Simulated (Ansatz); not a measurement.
# SiS (SMILES [Si-]#[S+]): CCSD/cc-pVTZ

What is the energy change on altering one bond length of SiS at CCSD/cc-pVTZ? 

The results are computed with Ansatz 0.2.0.

43 further runs of the same task are left out: 43 set aside as unsound or not needed.

### Step 1. The system as given

The species is SiS (2 atoms), meant as a singlet with charge 0. As SMILES, `[Si-]#[S+]`. The bond length is the measured one.

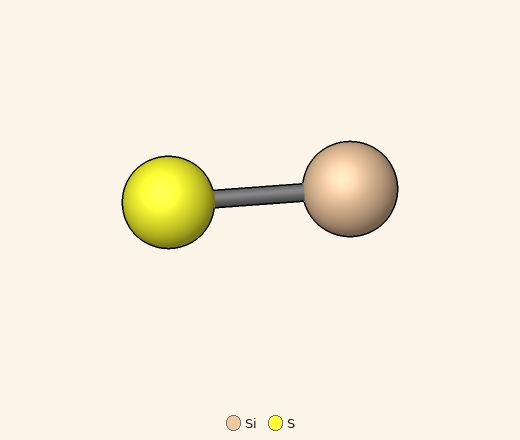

The structure, seen from a chosen angle (silicon light orange, sulfur yellow).

### Step 2. The energy at CCSD/cc-pVTZ

Input file in.yaml:

```yaml
crystal:
  periodic: [false, false, false]
  atoms:
    - {symbol: Si, position_ang: [0.000000, 0.000000, 0.000000]}
    - {symbol: S, position_ang: [0.000000, 0.000000, 1.929321]}
basis:
  gaussian:
    orbitals: cc-pVTZ
scf:
  omitted_lower_state_checks: [cluster_reference, increment]
accuracy: high
correlation:
  method: ccsd
  frozen_orbitals: {S: 5, Si: 5}
```

Launch:

```sh
$ ansatz run in.yaml --threads 1 --pin off --max-ram 3480MiB --events-out events.jsonl --progress --plain --runs-dir runs
```

Log, shortened:

```text
Warning: RAYON_NUM_THREADS=1 ignored (pool sized by the plan → 1); use --threads N
Functional definition: HF
  name "HF"
[...]
939 factors; integrals over basis functions are off by at most 3.3e-9 eV
[...]
mean field -18680.79326388 eV, -686.5064901513 hartree, gradient 1.3e-8 eV, S^2 0.000000; 0 other end points of the search recorded, 0 dependent functions left out
10 core orbitals not correlated: weight in the atoms' cores, before any rotation towards them, 1.000 or more for the frozen orbitals, at most 0.000 for the correlated occupied ones
reference -18680.79326388 eV, -686.5064901513 hartree; 5, 5 occupied and 53, 53 virtual orbitals, 939 factors
second order -7.05760401 eV of doubles, -0.00000000 eV of singles
cycle   1  -7.33478864 eV  change   -2.8e-1 eV  update   9.3e-2
[...]
cycle  20  -7.64646844 eV  change  -5.2e-10 eV  update  7.1e-10
Total energy: -18688.43973232 eV, -686.7874926834 hartree
Checks for a lower state left out: cluster_reference, increment
```

Run time: 1.9 s. Hardware: 1 thread of Arm Neoverse V1, shared host; peak memory 0.18 GiB.

### Step 3. The distorted shape

Input file molecule.yaml:

```yaml
crystal:
  periodic: [false, false, false]
  atoms:
    - {symbol: Si, position_ang: [0.000000, 0.000000, -1.543479]}
    - {symbol: S, position_ang: [0.000000, 0.000000, 1.929321]}
basis:
  gaussian:
    orbitals: cc-pVTZ
correlation:
  method: ccsd
  frozen_orbitals: {S: 5, Si: 5}
accuracy: high
scf:
  omitted_lower_state_checks: [cluster_reference, increment]
```

Launch:

```sh
$ ansatz run molecule.yaml --threads 1 --pin off --max-ram 3480MiB --events-out events.jsonl --progress --plain --runs-dir runs
```

Log, shortened:

```text
Warning: RAYON_NUM_THREADS=1 ignored (pool sized by the plan → 1); use --threads N
Functional definition: HF
  name "HF"
[...]
861 factors; integrals over basis functions are off by at most 2.9e-9 eV
[...]
mean field -18673.99490646 eV, -686.2566551240 hartree, gradient 1.2e-8 eV, S^2 0.000000; 13 other end points of the search recorded, 0 dependent functions left out; unrestricted orbitals would lower it
10 core orbitals not correlated: weight in the atoms' cores, before any rotation towards them, 1.000 or more for the frozen orbitals, at most 0.000 for the correlated occupied ones
reference -18673.99490646 eV, -686.2566551240 hartree; 5, 5 occupied and 53, 53 virtual orbitals, 861 factors
second order -6.05597103 eV of doubles, -0.00000000 eV of singles
cycle   1  -6.84180228 eV  change   -7.9e-1 eV  update   1.4e-1
[...]
cycle  55  -7.08296176 eV  change  -5.3e-11 eV  update  2.9e-10
Total energy: -18681.07786822 eV, -686.5169491677 hartree
Checks for a lower state left out: cluster_reference, increment
```

Run time: 4.8 s. Hardware: 1 thread of Arm Neoverse V1, shared host; peak memory 0.17 GiB.

### Step 4. Results

At CCSD/cc-pVTZ, 10 core orbitals frozen:

| quantity | value |
| --- | --- |
| first shape: total energy | -686.78749 Eh |
| first shape: correlation energy (10 core orbitals frozen) | -281.0 mEh |
| first shape: T1 diagnostic | 0.022 |
| distorted shape: total energy | -686.51695 Eh |
| distorted shape: correlation energy (10 core orbitals frozen) | -260.3 mEh |
| distorted shape: T1 diagnostic | 0.138 |
| energy change with the Si1–S2 bond stretched from 1.929 to 3.473 Å | 7.362 eV |

**Reading.** One bond (distorted shape) is far stretched, which a spin-restricted single reference describes badly; a broken-symmetry solution may lie lower. With the Si1–S2 bond stretched from 1.929 to 3.473 Å the energy rises by 7.36 eV (170 kcal/mol). The first shape isn't relaxed at this level, so the change isn't measured from a minimum. A restricted reference can't describe the breaking bond well at this length. The T1 diagnostic (first shape) of 0.022 is above the customary mark for such species, so a single reference may not serve. The T1 diagnostic (distorted shape) of 0.138 is above the customary mark for such species, so a single reference may not serve. The restricted solution (distorted shape) is unstable to spin breaking: an unrestricted one lies lower.
